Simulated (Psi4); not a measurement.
# BSiN2H5 (SMILES N[SiH]1BN1) at MP2/cc-pVQZ (density fitting, density fitting for correlation, sweep point 5)

What is the vertical electron affinity of BSiN2H5 at MP2/cc-pVQZ (density fitting, density fitting for correlation, sweep point 5)? 

The calculation is run with Psi4 1.11.

**1. The system as given**

BSiN2H5: 9 atoms, total charge 0, spin state singlet. SMILES: `N[SiH]1BN1`. The coordinates come from a PBE0-D4/def2-TZVP relaxation. This is one conformer, not always the lowest.

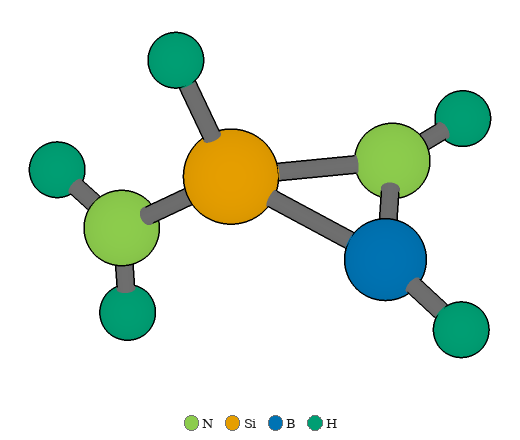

Viewed from a chosen angle; nitrogen green, silicon amber, boron blue, hydrogen teal.

**2. A single-point energy at MP2/cc-pVQZ (density fitting, density fitting for correlation, sweep point 5)**

job.dat reads:

```
memory 1600 mb

molecule {
  0 1
  N     -1.20526732     3.00107406     0.41233824
  Si     0.48925009     0.33164693     1.00249971
  B     -0.44200694    -3.07231673     0.20824782
  N      1.22926684    -1.83605790    -1.39537377
  H     -0.41819639     4.73055141     0.40232269
  H     -2.95137426     2.98066502    -0.33504844
  H      2.72347329     1.17333095     2.46647054
  H     -1.40085398    -5.10679588     0.21618467
  H      2.14294943    -2.28959217    -3.01014474
  units bohr
  symmetry c1
}

set {
  basis           cc-pVQZ
  reference       rhf
  puream          true
  scf_type        df
  num_frozen_docc 8
}

energy("mp2")
```

On the command line:

```sh
$ psi4 -n 1 job.dat job.out
```

job.out:

```text
[...]
  Running in c1 symmetry.
[...]
  Nuclear repulsion =  149.962674471596983
[...]
  Multiplicity = 1
[...]
  Nalpha       = 19
  Nbeta        = 19
[...]
    Number of basis functions: 374
[...]
   @DF-RHF iter   1:  -425.35520216461691   -6.40633e-01   1.69927e-03 ADIIS/DIIS
[...]
   @DF-RHF iter  11:  -425.53805275643077   -1.38925e-10   6.17203e-09 DIIS
[...]
    Orbital Energies [Eh]
    ---------------------
    Doubly Occupied:
       1A    -68.775772     2A    -15.540521     3A    -15.535508
       4A     -7.590170     5A     -6.120138     6A     -4.227889
       7A     -4.226735     8A     -4.226666     9A     -1.155105
      10A     -1.130567    11A     -0.760320    12A     -0.674901
      13A     -0.657601    14A     -0.597977    15A     -0.531698
      16A     -0.487626    17A     -0.429069    18A     -0.418693
      19A     -0.342228
[...]
  @DF-RHF Final Energy:  -425.53805275643077
   => Energetics <=
    Nuclear Repulsion Energy =            149.9626744715969835
    One-Electron Energy =                -884.1430829616781466
    Two-Electron Energy =                 308.6423557336503904
    Total Energy =                       -425.5380527564307727
[...]
 Multipole Moments:
 ------------------------------------------------------------------------------------
     Multipole            Electronic (a.u.)      Nuclear  (a.u.)        Total (a.u.)
 ------------------------------------------------------------------------------------
 L = 1.  Multiply by 2.5417464519 to convert [e a0] to [Debye]
 Dipole X            :          0.0117996            0.0213621            0.0331618
 Dipole Y            :         -1.9694979            2.4761916            0.5066936
 Dipole Z            :          0.1628290           -0.6704448           -0.5076158
 Magnitude           :                                                    0.7179916
[...]
```

Wall time 33 s (1 thread of Intel Xeon at 2.50GHz (Skylake/Cascade Lake), shared host); peak memory 1.2 GiB.

**3. The doublet anion**

input.inp reads:

```
memory 1.6 GB

molecule {
  -1 2
  N     -1.20526732     3.00107406     0.41233824
  Si     0.48925009     0.33164693     1.00249971
  B     -0.44200694    -3.07231673     0.20824782
  N      1.22926684    -1.83605790    -1.39537377
  H     -0.41819639     4.73055141     0.40232269
  H     -2.95137426     2.98066502    -0.33504844
  H      2.72347329     1.17333095     2.46647054
  H     -1.40085398    -5.10679588     0.21618467
  H      2.14294943    -2.28959217    -3.01014474
  units au
  symmetry c1
}

set globals {
  reference       uhf
  puream          true
  scf_type        df
  num_frozen_docc 8
  maxiter         100
}

E, wfn = energy("mp2/cc-pVQZ", return_wfn=True)
```

On the command line:

```sh
$ psi4 input.inp input.out -n 1
```

input.out:

```text
[...]
  Running in c1 symmetry.
[...]
  Nuclear repulsion =  149.962674471596983
[...]
  Multiplicity = 2
[...]
  Nalpha       = 20
  Nbeta        = 19
[...]
    Number of basis functions: 374
[...]
   @DF-UHF iter   1:  -425.12423665075210   -4.09667e-01   2.10711e-03 ADIIS/DIIS
[...]
   @DF-UHF iter  19:  -425.45049697857735   -1.91790e-10   7.78800e-09 DIIS
[...]
   @S^2 Observed:                7.633525381E-01
[...]
    Orbital Energies [Eh]
    ---------------------
    Alpha Occupied:
       1A    -68.579556     2A    -15.368710     3A    -15.315432
       4A     -7.362250     5A     -5.923354     6A     -4.031106
       7A     -4.030405     8A     -4.029623     9A     -0.974672
      10A     -0.937404    11A     -0.556309    12A     -0.503894
      13A     -0.478750    14A     -0.392783    15A     -0.349293
      16A     -0.291323    17A     -0.251515    18A     -0.243720
      19A     -0.135269    20A      0.063341
    Alpha Virtual:
      21A      0.236625    22A      0.258298    23A      0.270282
      24A      0.298151    25A      0.308300    26A      0.320747
[...]
  @DF-UHF Final Energy:  -425.45049697857735
   => Energetics <=
    Nuclear Repulsion Energy =            149.9626744715969835
    One-Electron Energy =                -891.5224553968998862
    Two-Electron Energy =                 316.1092839467255544
    Total Energy =                       -425.4504969785773483
  UHF NO Occupations:
  HONO-2 :   18  A 1.9979010
  HONO-1 :   19  A 1.9961664
[...]
 Multipole Moments:
 ------------------------------------------------------------------------------------
     Multipole            Electronic (a.u.)      Nuclear  (a.u.)        Total (a.u.)
 ------------------------------------------------------------------------------------
 L = 1.  Multiply by 2.5417464519 to convert [e a0] to [Debye]
 Dipole X            :          0.5228877            0.0213621            0.5442498
 Dipole Y            :         -0.3026634            2.4761916            2.1735282
 Dipole Z            :          0.0230364           -0.6704448           -0.6474084
 Magnitude           :                                                    2.3322886
[...]
```

It took 57 s on 1 thread of Intel Xeon at 2.50GHz (Skylake/Cascade Lake), shared host; peak memory 1.2 GiB.

**4. What came out**

At MP2/cc-pVQZ (density fitting, density fitting for correlation, sweep point 5), 8 core orbitals frozen:

| quantity | value |
| --- | --- |
| singlet BSiN2H5: total energy | -426.22147 Eh |
| singlet BSiN2H5: HOMO energy (Hartree–Fock orbitals) | -9.31 eV |
| singlet BSiN2H5: LUMO energy (Hartree–Fock orbitals) | 2.70 eV |
| singlet BSiN2H5: HOMO–LUMO gap (Hartree–Fock orbitals) | 12.02 eV |
| singlet BSiN2H5: correlation energy (8 core orbitals frozen) | -683.4 mEh |
| doublet anion: total energy | -426.16067 Eh |
| doublet anion: HOMO energy (Hartree–Fock orbitals) (highest over α and β) | 1.72 eV |
| doublet anion: LUMO energy (Hartree–Fock orbitals) (lowest over α and β) | 6.44 eV |
| doublet anion: correlation energy (8 core orbitals frozen) | -710.2 mEh |
| doublet anion: ⟨S²⟩ of the reference determinant | 0.763 |
| vertical electron affinity (to the doublet anion) | -1.655 eV |

The anion lies 1.65 eV (160 kJ/mol) above the neutral: the electron isn't bound at this level, and such a value depends on the basis. Without diffuse functions anions come out too high. The HOMO (doublet anion) lies at positive energy, 1.72 eV: the electron is unbound at this level or held by a compact basis; values depend on the basis.
